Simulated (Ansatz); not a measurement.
Molecule (SMILES): S(F)F.
Geometry (B3LYP-D3(BJ)/def2-TZVP, fixed):
```
S
F 1 1.6052
F 1 1.6052 2 98.75
```
Charge 0, spin multiplicity 1.

Basis-set convergence of the dipole moment at CCSD(T) with Ansatz (a first-principles code). Dipoles come from the density behind the forces; the sign is taken along the dipole that this method gives in the largest set. The reference of a correlated method is not its basis-set limit, which lies further on. Cartesian d functions, on some or all atoms, in 6-31G**, 6-31+G*, 6-311G**; all else is spherical. Cores are frozen. No added dispersion term, no relativity. Reference: the value in aug-pcseg-3, 1.126 D, itself unsure by roughly 0.006 D (its mean distance from aug-cc-pV(Q+d)Z, def2-QZVPPD). Deviations are taken from unrounded values. Cost is core time over that of cc-pV(D+d)Z, rough, on shared machines of one kind; a dash marks a row that isn't timed (too short, read off another run, short of memory, by another algorithm or on other hardware).

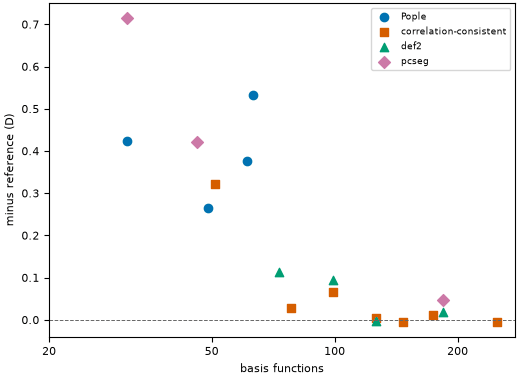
Figure: Deviation from the reference against the number of basis functions, by family of sets.

| basis | functions | dipole moment (D) | minus reference (D) | cost |
|---|---|---|---|---|
| 3-21G | 31 | 1.550 | 0.424 | - |
| pcseg-0 | 31 | 1.840 | 0.714 | - |
| pcseg-1 | 46 | 1.547 | 0.421 | 0.7× |
| 6-31G** | 49 | 1.390 | 0.264 | 0.8× |
| cc-pV(D+d)Z | 51 | 1.448 | 0.323 | 1× |
| 6-31+G* | 61 | 1.503 | 0.377 | 2× |
| 6-311G** | 63 | 1.658 | 0.533 | 2× |
| def2-SVPD | 73 | 1.238 | 0.112 | 3× |
| aug-cc-pV(D+d)Z | 78 | 1.154 | 0.029 | 4× |
| cc-pV(T+d)Z | 99 | 1.192 | 0.066 | 8× |
| def2-TZVP | 99 | 1.221 | 0.095 | 9× |
| def2-TZVPD | 126 | 1.122 | -0.003 | 20× |
| jun-cc-pV(T+d)Z | 126 | 1.130 | 0.004 | 10× |
| aug-cc-pV(T+d)Z | 147 | 1.122 | -0.004 | 40× |
| cc-pV(Q+d)Z | 174 | 1.138 | 0.012 | 80× |
| def2-QZVPP | 184 | 1.145 | 0.019 | 90× |
| pcseg-3 | 184 | 1.173 | 0.047 | 90× |
| aug-cc-pV(Q+d)Z | 249 | 1.121 | -0.004 | 500× |
